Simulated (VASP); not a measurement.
Shape and ions are relaxed at each volume.

Energy against volume of As (a7). Computed with PBE GGA with D4 dispersion, VASP's PBE PAW potentials (set 64) (plane waves; VASP).

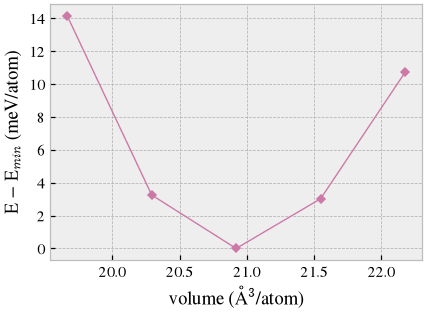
Energy against volume

Estimate the equilibrium volume and the bulk modulus.

The minimum lies near 20.9 Å³/atom, and the curvature gives B0 of about 52 GPa.

Measured: bulk modulus 40.8 GPa at 0 K (computed value off by +27.4 %), as given by K. Lejaeghere et al., Critical reviews in solid state and materials sciences/CRC critical reviews in solid state and materials sciences (2013), arXiv:1204.2733 [extrapolated to 0 K and zero-point effects removed (source: thermally corrected experimental values)].

The compound is As in the a7 structure. It was relaxed first.
